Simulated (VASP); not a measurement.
## SiNi2 with r2SCAN + rVV10: from relaxation to properties

How well does r2SCAN + rVV10 reproduce what experiment finds for SiNi2? The cell is relaxed first, and properties follow on it. The steps: relaxing cell and atoms (r2SCAN + rVV10), second relaxation, single point with fields (r2SCAN + rVV10), band structure (r2SCAN + rVV10), density of states (r2SCAN + rVV10) and independent-particle dielectric function (r2SCAN + rVV10). The start is a cell from a database of measured crystal structures.

Method: r2SCAN with rVV10, spin-polarised from a ferromagnetic start; plane waves and PAW (Si, Ni), in VASP 6.6.1.

The experiments to compare with:

For Ni2Si, orthorhombic Pnma (bulk crystal), “Metallic Nickel Silicides: Experiments and Theory for NiSi and First Principles Calculations for Other Phases” (2016, arxiv:1602.05840) quotes earlier work: lattice constant a (a, Pnma setting) 4.992 Å [literature experimental value used as calculation input].

Most raw output is cut from this account.

### 1. The structure

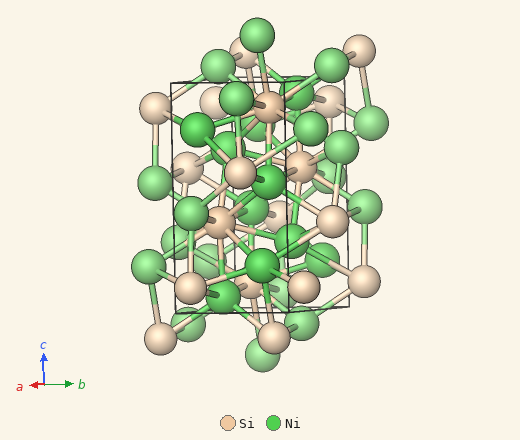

Start, viewed slightly off an axis; silicon light orange, nickel green. Some periodic images of atoms are drawn too.

Structure file:

```cif
data_structure
_symmetry_space_group_name_H-M 'P 1'
_symmetry_Int_Tables_number 1
_cell_length_a 4.9900
_cell_length_b 3.7200
_cell_length_c 7.0300
_cell_angle_alpha 90.000
_cell_angle_beta 90.000
_cell_angle_gamma 90.000
_cell_volume 130.50
loop_
_atom_site_label
_atom_site_type_symbol
_atom_site_fract_x
_atom_site_fract_y
_atom_site_fract_z
_atom_site_occupancy
Si1 Si 0.28600 0.75000 0.61400 1
Si2 Si 0.71400 0.25000 0.38600 1
Si3 Si 0.21400 0.25000 0.11400 1
Si4 Si 0.78600 0.75000 0.88600 1
Ni5 Ni 0.95800 0.75000 0.20300 1
Ni6 Ni 0.04200 0.25000 0.79700 1
Ni7 Ni 0.54200 0.25000 0.70300 1
Ni8 Ni 0.45800 0.75000 0.29700 1
Ni9 Ni 0.82500 0.75000 0.56300 1
Ni10 Ni 0.17500 0.25000 0.43700 1
Ni11 Ni 0.67500 0.25000 0.06300 1
Ni12 Ni 0.32500 0.75000 0.93700 1
```

### 2. Relaxing cell and atoms (r2SCAN + rVV10)

The start need not lie at this functional's minimum. ISIF = 3 frees volume, shape and positions, and EDIFFG sets the threshold on forces and stress at which the search stops. r2SCAN adds the kinetic-energy density, costs more than a GGA and is run with LASPH. LUSE_VDW switches on a nonlocal correlation term for dispersion.

Contents of INCAR:

```
SYSTEM = SiNi2
PREC = Accurate
ENCUT = 400
EDIFF = 1E-06
NELM = 100
ISMEAR = 1
SIGMA = 0.2
LREAL = .FALSE.
ALGO = Normal
METAGGA = R2SCAN
LUSE_VDW = .TRUE.
IVDW_NL = 2
BPARAM = 11.95
CPARAM = 0.0093
LASPH = .TRUE.
NBANDS = 71
ISPIN = 2
MAGMOM = 0 0 0 0 1 1 1 1 1 1 1 1
LMAXMIX = 4
LORBIT = 11
LWAVE = .FALSE.
LCHARG = .FALSE.
KPAR = 8
IBRION = 2
NSW = 60
ISIF = 3
EDIFFG = -0.01
```

Contents of POSCAR:

```
SiNi2
1.0
    4.9900000000      0.0000000000      0.0000000000
    0.0000000000      3.7200000000      0.0000000000
    0.0000000000      0.0000000000      7.0300000000
Si Ni
4 8
Direct
    0.2860000000      0.7500000000      0.6140000000
    0.7140000000      0.2500000000      0.3860000000
    0.2140000000      0.2500000000      0.1140000000
    0.7860000000      0.7500000000      0.8860000000
    0.9580000000      0.7500000000      0.2030000000
    0.0420000000      0.2500000000      0.7970000000
    0.5420000000      0.2500000000      0.7030000000
    0.4580000000      0.7500000000      0.2970000000
    0.8250000000      0.7500000000      0.5630000000
    0.1750000000      0.2500000000      0.4370000000
    0.6750000000      0.2500000000      0.0630000000
    0.3250000000      0.7500000000      0.9370000000
```

Contents of KPOINTS:

```
Automatic mesh
0
Gamma
6 7 4
0 0 0
```

PAW data sets: Si and Ni (PBE family, release 64).

On the command line:

```bash
> mpirun -np 8 vasp_std
```

Run time: 40 min. Hardware: 8 MPI ranks of Intel Xeon Platinum 8488C (Sapphire Rapids), shared host; peak memory 5.9 GiB.

The moments of the start collapse, so the state is non-magnetic; other starts or orders were not tried. The PAW data sets were made with PBE, which is usual practice but a small mismatch for other functionals. The run keeps the 8 symmetry operations of its start, so it cannot find a distortion of lower symmetry.

Relaxation path:

```
step  energy less that of the first step (eV)  largest force (eV/Å)  pressure (GPa)  volume (Å³)
   1                                   0.0000                0.3785           -5.52       130.50
   2                                  -0.0033                0.1923            7.23       123.55
   3                                  -0.0736                0.2574            0.55       126.90
   4                                  -0.0873                0.0979            0.19       127.05
   5                                  -0.0886                0.1292            0.03       127.11
   6                                  -0.0910                0.0647           -0.18       127.17
   7                                  -0.0914                0.0391           -0.27       127.21
   8                                  -0.0925                0.0353            0.34       126.87
   9                                  -0.0925                0.0355            0.28       126.84
  10                                  -0.0936                0.0281            0.09       126.93
  11                                  -0.0940                0.0237           -0.15       127.02
  12                                  -0.0940                0.0231           -0.15       127.03
  13                                  -0.0943                0.0164            0.02       126.91
  14                                  -0.0943                0.0154            0.00       126.88
  15                                  -0.0943                0.0146            0.06       126.81
  16                                  -0.0943                0.0147            0.14       126.84
  17                                  -0.0943                0.0150            0.11       126.86
  18                                  -0.0943                0.0072           -0.06       126.94
```

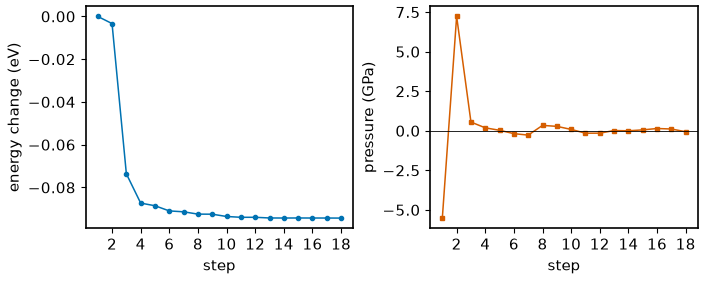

Energy and pressure along the relaxation.

```
conventional cell, symmetrised  before  after  change
                         a (Å)   4.990  4.914  -1.5 %
                         b (Å)   3.720  3.696  -0.7 %
                         c (Å)   7.030  6.990  -0.6 %
              volume (Å³/atom)   10.87  10.58  -2.7 %
```

The atoms that moved most (Å, as changes of fractional coordinates times the final cell):

```
atom      dx     dy      dz  length
Ni11  -0.020  0.000  -0.020   0.029
Ni10  -0.020  0.000   0.020   0.029
 Ni9   0.020  0.000  -0.020   0.029
Ni12   0.020  0.000   0.020   0.029
 Ni6   0.006  0.000  -0.026   0.027
 Ni7   0.006  0.000   0.026   0.027
 Ni8  -0.006  0.000  -0.026   0.027
 Ni5  -0.006  0.000   0.026   0.027
```

Final coordinates:

```
Si Ni
1.0
     4.91381    0.00000    0.00000
     0.00000    3.69554    0.00000
     0.00000    0.00000    6.99032
Si Ni
4 8
Direct
  0.29108 0.75000 0.61392
  0.70892 0.25000 0.38608
  0.20892 0.25000 0.11392
  0.79108 0.75000 0.88608
  0.95686 0.75000 0.20672
  0.04314 0.25000 0.79328
  0.54314 0.25000 0.70672
  0.45686 0.75000 0.29328
  0.82915 0.75000 0.56010
  0.17085 0.25000 0.43990
  0.67085 0.25000 0.06010
  0.32915 0.75000 0.93990
```

Numbers from this step:

| Property | Result |
| --- | --- |
| electrons | 96 |
| bands | 71 |
| irreducible k-points | 48 |
| symmetry operations | 8 |
| free energy (TOTEN) | -135.0490 eV |
| energy at zero smearing | -135.0445 eV |
| Fermi energy | 11.47 eV |
| pressure | -0.05968 GPa |
| metallic | yes |
| SCF cycles over all ionic steps | 154 |

The spin moment in the PAW sphere vanishes on all atoms.

It ends with a largest force of 0.007 eV/Å and a pressure of -0.06 GPa. The volume lies -2.7 % from that of the database's start, which holds the thermal and zero-point expansion of its experiment.

### 3. Second relaxation

The basis stayed that of the start cell while the cell moved. A rerun from the cell reached resets it; the error of the finite cutoff stays.

INCAR is that of step 2.

Contents of POSCAR:

```
SiNi2
1.0
    4.9138102917      0.0000000000      0.0000000000
    0.0000000000      3.6955417203      0.0000000000
    0.0000000000      0.0000000000      6.9903212908
Si Ni
4 8
Direct
    0.2910849520      0.7500000000      0.6139163752
    0.7089150480      0.2500000000      0.3860836248
    0.2089150480      0.2500000000      0.1139163752
    0.7910849520      0.7500000000      0.8860836248
    0.9568583292      0.7500000000      0.2067230870
    0.0431416708      0.2500000000      0.7932769130
    0.5431416708      0.2500000000      0.7067230870
    0.4568583292      0.7500000000      0.2932769130
    0.8291461180      0.7500000000      0.5601017576
    0.1708538820      0.2500000000      0.4398982424
    0.6708538820      0.2500000000      0.0601017576
    0.3291461180      0.7500000000      0.9398982424
```

KPOINTS is that of step 2.

On the command line:

```bash
> mpirun -np 8 vasp_std
```

Wall time 12 min (8 MPI ranks); peak memory 5.6 GiB; 1.7 h of CPU time.

Little changed from the start: no atom moved by 0.005 Å and no cell edge by 0.1 %.

Numbers from this step:

- free energy (TOTEN): -135.0346 eV
- energy at zero smearing: -135.0301 eV
- Fermi energy: 11.49 eV
- pressure: 0.02032 GPa
- SCF cycles over all ionic steps: 58

It ends with a largest force of 0.009 eV/Å and a pressure of 0.02 GPa. The volume moved by only 0.08 %, so the volume is settled.

### 4. Single point with fields (r2SCAN + rVV10)

A single point on the relaxed cell gives a clean self-consistent state, with density, ELF and potential written out.

Changes to INCAR since step 3:

```diff
@@ -21,7 +21,5 @@
 LWAVE = .FALSE.
-LCHARG = .FALSE.
-KPAR = 8
-IBRION = 2
-NSW = 60
-ISIF = 3
-EDIFFG = -0.01
+LCHARG = .TRUE.
+ISIF = 2
+LELF = .TRUE.
+LVHAR = .TRUE.
```

Contents of POSCAR:

```
SiNi2
1.0
    4.9120834698      0.0000000000      0.0000000000
    0.0000000000      3.6939066691      0.0000000000
    0.0000000000      0.0000000000      6.9899679846
Si Ni
4 8
Direct
    0.2910503809      0.7500000000      0.6138758221
    0.7089496191      0.2500000000      0.3861241779
    0.2089496191      0.2500000000      0.1138758221
    0.7910503809      0.7500000000      0.8861241779
    0.9570285918      0.7500000000      0.2067874570
    0.0429714082      0.2500000000      0.7932125430
    0.5429714082      0.2500000000      0.7067874570
    0.4570285918      0.7500000000      0.2932125430
    0.8290966976      0.7500000000      0.5600669831
    0.1709033024      0.2500000000      0.4399330169
    0.6709033024      0.2500000000      0.0600669831
    0.3290966976      0.7500000000      0.9399330169
```

KPOINTS is that of step 3.

On the command line:

```bash
> mpirun -np 8 vasp_std
```

Run time: 3.1 min. Hardware: 8 MPI ranks; peak memory 1.8 GiB; 25 min of CPU time.

With spin, VASP writes an ELF for each channel.

Numbers from this step:

```yaml
scf_cycles: 19
bands: 72
free_energy_toten: -135.0342 eV
energy_at_zero_smearing: -135.0297 eV
pressure: 0.02514 GPa
```

Valence electrons inside each PAW sphere by angular momentum. Sphere charges, by row:

```
atom  s (e)  p (e)  d (e)  tot (e)
 Si1  0.718  0.918      0    1.636
 Si2  0.718  0.918      0    1.636
 Si3  0.718  0.918      0    1.636
 Si4  0.718  0.918      0    1.636
 Ni5  0.472  0.607   8.49    9.569
 Ni6  0.472  0.607   8.49    9.569
 Ni7  0.472  0.607   8.49    9.569
 Ni8  0.472  0.607   8.49    9.569
 Ni9  0.506  0.653  8.506    9.665
Ni10  0.506  0.653  8.506    9.665
Ni11  0.506  0.653  8.506    9.665
Ni12  0.506  0.653  8.506    9.665
```

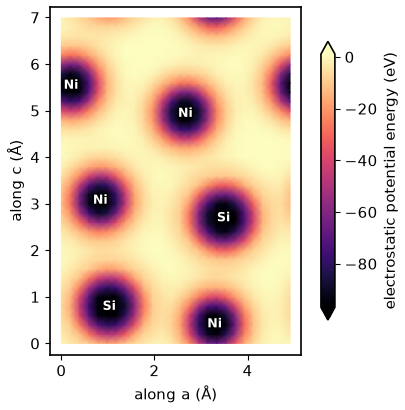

Electrostatic potential energy in the ac plane at fractional y = 0.250, with atoms of Si and Ni within 0.2 Å of it. With pseudopotentials it is smooth inside the atoms' cores, unlike the true potential.

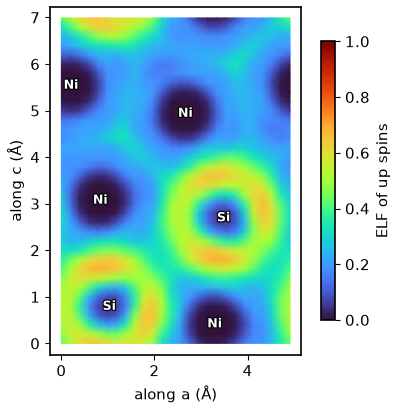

ELF of up spins in the ac plane at fractional y = 0.250, with atoms of Si and Ni within 0.2 Å of it. It is the smooth field of the valence electrons, not physical close to the nuclei.

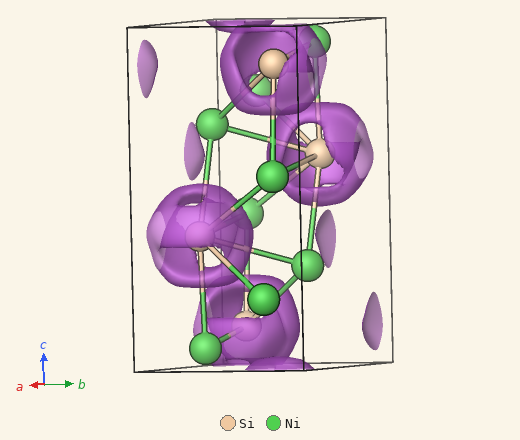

Surface of ELF of up spins = 0.6.

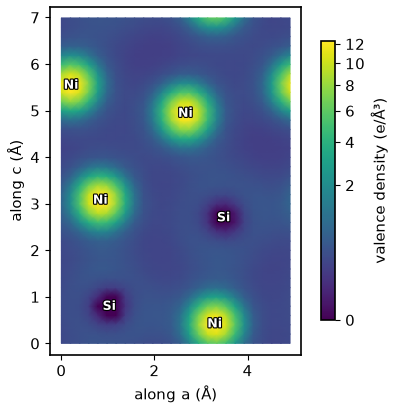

Valence density in the ac plane at fractional y = 0.250, with atoms of Si and Ni within 0.2 Å of it. It is the smooth field of the valence electrons, not physical close to the nuclei. The colour scale is stretched toward low values.

In this run the pressure is 0.03 GPa, small enough to go on.

### 5. Band structure (r2SCAN + rVV10)

Levels along the symmetry lines show where the bands peak and cross; KPOINTS_OPT computes them in the converged potential.

Changes to INCAR since step 4:

```diff
@@ -15,3 +15,3 @@
 LASPH = .TRUE.
-NBANDS = 71
+NBANDS = 87
 ISPIN = 2
@@ -21,5 +21,3 @@
 LWAVE = .FALSE.
-LCHARG = .TRUE.
-ISIF = 2
-LELF = .TRUE.
-LVHAR = .TRUE.
+LCHARG = .FALSE.
+KPAR = 8
```

POSCAR is that of step 4.

KPOINTS is that of step 4.

Contents of KPOINTS_OPT:

```
Line mode
12
Line-mode
Reciprocal
  0.00000000   0.00000000   0.00000000 GAMMA
  0.00000000  -0.50000000   0.00000000 X

  0.00000000  -0.50000000   0.00000000 X
 -0.50000000  -0.50000000   0.00000000 S

 -0.50000000  -0.50000000   0.00000000 S
 -0.50000000   0.00000000   0.00000000 Y

 -0.50000000   0.00000000   0.00000000 Y
  0.00000000   0.00000000   0.00000000 GAMMA

  0.00000000   0.00000000   0.00000000 GAMMA
  0.00000000   0.00000000  -0.50000000 Z

  0.00000000   0.00000000  -0.50000000 Z
  0.00000000  -0.50000000  -0.50000000 U

  0.00000000  -0.50000000  -0.50000000 U
 -0.50000000  -0.50000000  -0.50000000 R

 -0.50000000  -0.50000000  -0.50000000 R
 -0.50000000   0.00000000  -0.50000000 T

 -0.50000000   0.00000000  -0.50000000 T
  0.00000000   0.00000000  -0.50000000 Z

 -0.50000000   0.00000000   0.00000000 Y
 -0.50000000   0.00000000  -0.50000000 T

  0.00000000  -0.50000000  -0.50000000 U
  0.00000000  -0.50000000   0.00000000 X

 -0.50000000  -0.50000000   0.00000000 S
 -0.50000000  -0.50000000  -0.50000000 R
```

On the command line:

```bash
> mpirun -np 8 vasp_std
```

Run time: 7.6 min. Hardware: 8 MPI ranks; peak memory 8 GiB.

This step gave:

```
bands    : 87
pressure : 0.01974 GPa
```

Both spin channels agree. Electronic bands along the path, in eV, zero at the Fermi level; # counts the bands kept:

```
    point    #43    #44    #45    #46    #47    #48   #49   #50
        Γ  -1.01  -0.98  -0.65  -0.18   0.84   0.96  1.96  2.46
        X  -1.02  -1.02  -0.98  -0.98   0.82   0.82  1.42  1.42
        S  -0.81  -0.81  -0.81  -0.81   0.02   0.02  0.02  0.02
        Y  -0.99  -0.99   1.28   1.28   2.26   2.26  2.97  2.97
        Γ  -1.01  -0.98  -0.65  -0.18   0.84   0.96  1.96  2.46
        Z  -1.12  -1.12  -0.41  -0.41   0.21   0.21  1.49  1.49
        U  -0.97  -0.97  -0.45  -0.45  -0.37  -0.37  1.44  1.44
        R  -0.75  -0.75  -0.75  -0.75   0.51   0.51  0.51  0.51
        T  -0.59  -0.59   0.31   0.31   1.98   1.98  1.98  1.98
        Z  -1.12  -1.12  -0.41  -0.41   0.21   0.21  1.49  1.49
jump to Y  -0.99  -0.99   1.28   1.28   2.26   2.26  2.97  2.97
        T  -0.59  -0.59   0.31   0.31   1.98   1.98  1.98  1.98
jump to U  -0.97  -0.97  -0.45  -0.45  -0.37  -0.37  1.44  1.44
        X  -1.02  -1.02  -0.98  -0.98   0.82   0.82  1.42  1.42
jump to S  -0.81  -0.81  -0.81  -0.81   0.02   0.02  0.02  0.02
        R  -0.75  -0.75  -0.75  -0.75   0.51   0.51  0.51  0.51
```

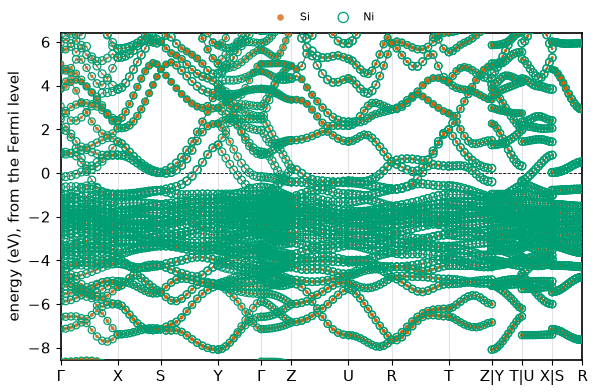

Electronic bands along the path; dots are coloured as in the legend, and their area grows with the weight.

There is no gap at this level.

Of the bands kept, 4 cross the Fermi level on this path.

### 6. Density of states (r2SCAN + rVV10)

Here the states are counted by energy and projected on the atoms. The mesh is finer than in the run before.

Changes to INCAR since step 5:

```diff
@@ -5,3 +5,3 @@
 NELM = 100
-ISMEAR = 1
+ISMEAR = -5
 SIGMA = 0.2
@@ -23 +23,2 @@
 KPAR = 8
+NEDOS = 2001
```

POSCAR is that of step 5.

Contents of KPOINTS:

```
Automatic mesh
0
Gamma
8 11 6
0 0 0
```

On the command line:

```bash
> mpirun -np 8 vasp_std
```

The job ended after 12 min (8 MPI ranks; peak memory 9.9 GiB).

With tetrahedra the forces and stress of a metal are not exact derivatives of the energy.

This step gave:

| Property | Result |
| --- | --- |
| irreducible k-points | 120 |
| free energy (TOTEN) | -135.0366 eV |
| Fermi energy | 11.51 eV |
| pressure | 0.005661 GPa |
| DOS at the Fermi level | 6.777 states/eV/cell |

[end of part 1 of 2]

[Lines on the potential files, build, host, timing and source positions are cut from VASP's logs without a mark.]

[Logs are printed without paths, hosts, clocks, repeated set-up lines and the standing remarks that a program may print on its own settings, such as how far it seeks lower states.]

[Hosts, paths, dates, database ids (printed as entryN), source tags and the programs' standing remarks are cut or masked in the printed files.]

[A measured line is paired with the nearest computed mode of its activity, which favours agreement.]

[In band tables of VASP the shares of atoms and orbitals are scaled to a sum of 1 inside the atoms' spheres.]
